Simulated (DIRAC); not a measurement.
# AlF, run twice

Wanted: the energy of AlF, KT1/cc-pVDZ-DK (ZORA4-SO, uncontracted yes).

The results are computed with DIRAC 26.1 (patched).

22 further runs of the same task are left out: 22 set aside as unsound or not needed.

### 1 The structure to begin with

AlF: 2 atoms, total charge 0, spin state singlet. Geometry: optimised at B3LYP/X2C-1eSO.

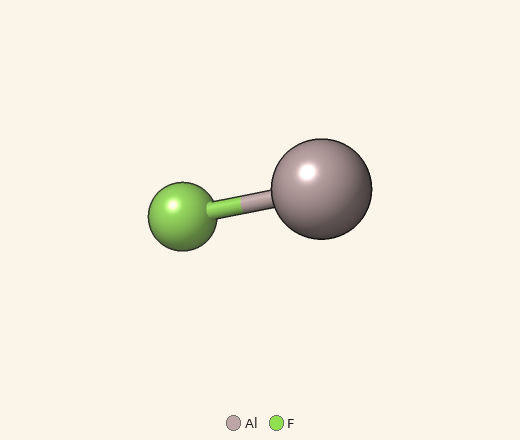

The structure, seen from a chosen angle (aluminium light grey, fluorine green).

### 2 First attempt

mol.xyz

```xyz
2
geometry
Al      0.00000000      0.00000000      0.00000000
F       0.00000000      0.00000000      1.71873411
```

run.inp

```
**DIRAC
.TITLE
 AlF, ZORA4-SO
.WAVE FUNCTION
**HAMILTONIAN
.ZORA
 1 1
.DFT
KT1
**INTEGRALS
*READIN
.UNCONTRACT
**WAVE FUNCTION
.SCF
*SCF
.CLOSED SHELL
 22
.NODIIS
**MOLECULE
*BASIS
.DEFAULT
cc-pVDZ-DK
*END OF INPUT
```

Run with:

```
$ pam --inp=run.inp --mol=mol.xyz --noarch --mw=122 --aw=276
```

The log of the run:

```text
**************************************************************************
    *****************************  AlF, ZORA4-SO *****************************
    **************************************************************************

 Jobs in this run:
   * Wave function

    **************************************************************************
    ************************** General DIRAC set-up **************************
    **************************************************************************

   CODATA Recommended Values of the Fundamental Physical Constants: 2022
 * The speed of light :        137.035999177
 * Running in four-component mode
 * Direct evaluation of the following two-electron integrals:
   - LL-integrals
   - SL-integrals
   - SS-integrals
   - GT-integrals
 * Spherical transformation embedded in MO-transformation
   for large components
 * Transformation to scalar RKB basis embedded in
   MO-transformation for small components
 * Thresholds for linear dependence:
   Large components:   1.00D-06
   Small components:   1.00D-08
 * General print level   :   0

    *************************************************************************
    ****************** Output from HERMIT input processing ******************
    *************************************************************************

[... 98 lines left out ...]
  Nuclear repulsion energy                       :     36.022868967003 Hartree
[... 80 lines left out ...]
   Nuclear repulsion energy                          :   36.022868967003 Hartree
[... 26 lines left out ...]
   Weighted mixed functional:
[... 47 lines left out ...]
 ***** SCF CONVERGENCE CRITERIA *****
 * Convergence on norm of error vector (gradient).
   Desired convergence:1.000D-07
[... 2 lines left out ...]
 ***** CONVERGENCE CONTROL *****
[... 4 lines left out ...]
 * No quadratic convergent Hartree-Fock
[... 42 lines left out ...]
 WARNING : linear symmetry is not implemented for ZORA yet
[... 77 lines left out ...]
* Convergence on norm of error vector (gradient).
[... 1 line left out ...]
  Allowed convergence:1.000D-06
[... 2 lines left out ...]
* FCKVAL - convergence in maximum change in total Fock matrix
* EVCVAL - convergence in error vector (gradient)
[... 10 lines left out ...]
* No convergence after   50 iterations
[... 8 lines left out ...]
   Electronic energy                        :    -375.54824495015589
[... 1 line left out ...]
   Other contributions to the total energy
   Nuclear repulsion energy                 :      36.02286896700270

   Sum of all contributions to the energy
   Total energy                             :    -339.52537598315320

                                   Eigenvalues
                                   -----------

* Fermion symmetry E1
  * Closed shell, f = 1.0000
   -56.34140286324  ( 2)      -22.60355525654  ( 2)       -4.32675325503  ( 2)       -2.88683425447  ( 2)       -2.87078596226  ( 2)
    -2.86966886905  ( 2)       -0.49515450941  ( 2)       -0.30889372140  ( 2)       -0.15094715142  ( 2)       -0.15038891127  ( 2)
    -0.02249235596  ( 2)
  * Virtual eigenvalues, f = 0.0000
     0.07620004951  ( 2)        0.11164389327  ( 2)        0.13198543543  ( 2)        0.13218415439  ( 2)        0.14577021953  ( 2)
     0.14628747345  ( 2)        0.19711119901  ( 2)        0.19712313883  ( 2)        0.34655296048  ( 2)        0.43646333004  ( 2)
     0.43696093897  ( 2)        0.58632645455  ( 2)        1.70307019081  ( 2)        1.70457848837  ( 2)        1.73685921338  ( 2)
[... 7 lines of this table left out ...]
  1344.96392471605  ( 2)     4118.08084385676  ( 2)     4356.99057278588  ( 2)    13108.52933948371  ( 2)    15738.50684365375  ( 2)
 29356.88278640939  ( 2)
* HOMO - LUMO gap:

    E(LUMO) :     0.07620005 au (symmetry E1 )
  - E(HOMO) :    -0.02249236 au (symmetry E1 )
  ------------------------------------------
    gap     :     0.09869241 au

* INFO: E(LUMO) - E(HOMO) small or negative.

 ERROR, SCF not converged, Dirac stops!

  --- SEVERE ERROR, PROGRAM WILL BE ABORTED ---

 SCF not converged

 ====  below this line is the stderr stream  ====

  --- SEVERE ERROR, PROGRAM WILL BE ABORTED ---
 SCF not converged
STOP 1000

  --- SEVERE ERROR, PROGRAM WILL BE ABORTED ---
STOP 1000
```

It took 34 s on 1 thread of Arm Neoverse V2, shared host; peak memory 0.074 GiB.

### 3 Reading the log

No converged result was reached.

The telling line is `SCF not converged`. To mend it: solver at its default in place of no_diis. These settings are changed for another try; the log doesn't prove which change is needed.

### 4 The mended input

Edit mol.xyz of step 2 so:

```diff
@@ -1,3 +1,3 @@
 2
-geometry
+
 Al      0.00000000      0.00000000      0.00000000
```

calc.inp

```
**DIRAC
.TITLE
 AlF, ZORA4-SO
.WAVE FUNCTION
**HAMILTONIAN
.ZORA
 1 1
.DFT
KT1
**INTEGRALS
*READIN
.UNCONTRACT
**WAVE FUNCTION
.SCF
**MOLECULE
*BASIS
.DEFAULT
cc-pVDZ-DK
*END OF INPUT
```

Run with:

```
$ pam --inp=calc.inp --mol=mol.xyz --noarch --mw=122 --aw=276
```

The log of the run:

```text
[...]
   for large components
[...]
 Ordinary (field-free non-relativistic) Hamiltonian integrals not calculated.
[...]
Full group is:  C(oo,v)
Represented as: C2v
[...]
 * Kohn-Sham calculation using the xc functional: KT1
[...]
   Total charge of atoms =  22
[...]
 * Number of fermion irreps: 1
[...]
 WARNING : linear symmetry is not implemented for ZORA yet
           continue calculation in lower symmetry
[...]
It.    1    -155.5959969543      0.00D+00  0.00D+00  0.00D+00               0.03238300s   Atom. scrpot
[...]
It.   14    -345.2793991453      1.42D-12  5.20D-08  2.90D-09   DIIS   9    0.43800000s   LL SL SS
[...]
* Convergence after   14 iterations.
[...]
                                   TOTAL ENERGY
                                   ------------
   Charge of molecule : 0
   Electronic energy                        :    -381.30226811231296
   Other contributions to the total energy
   Nuclear repulsion energy                 :      36.02286896700270
[...]
   Total energy                             :    -345.27939914531026
[...]
  * Closed shell, f = 1.0000
   -55.89058306029  ( 2)      -24.54992158553  ( 2)       -4.01350070867  ( 2)       -2.56728467976  ( 2)       -2.55224115388  ( 2)
    -2.54954664730  ( 2)       -1.04922867674  ( 2)       -0.38263529679  ( 2)       -0.32602976404  ( 2)       -0.32477445677  ( 2)
    -0.22995823683  ( 2)
  * Virtual eigenvalues, f = 0.0000
[...]
* HOMO - LUMO gap:
    E(LUMO) :    -0.07639917 au (symmetry E1 )
  - E(HOMO) :    -0.22995824 au (symmetry E1 )
  ------------------------------------------
    gap     :     0.15355907 au
[...]
```

Run time: 8.7 s. Hardware: 1 thread of Arm Neoverse V2, shared host; peak memory 0.074 GiB.

### 5 Results

Level: KT1/cc-pVDZ-DK (ZORA4-SO, uncontracted yes).

| quantity | value |
| --- | --- |
| total energy | -345.27940 Eh |
| HOMO energy | -6.26 eV |
| LUMO energy | -2.08 eV |
| HOMO–LUMO gap | 4.18 eV |
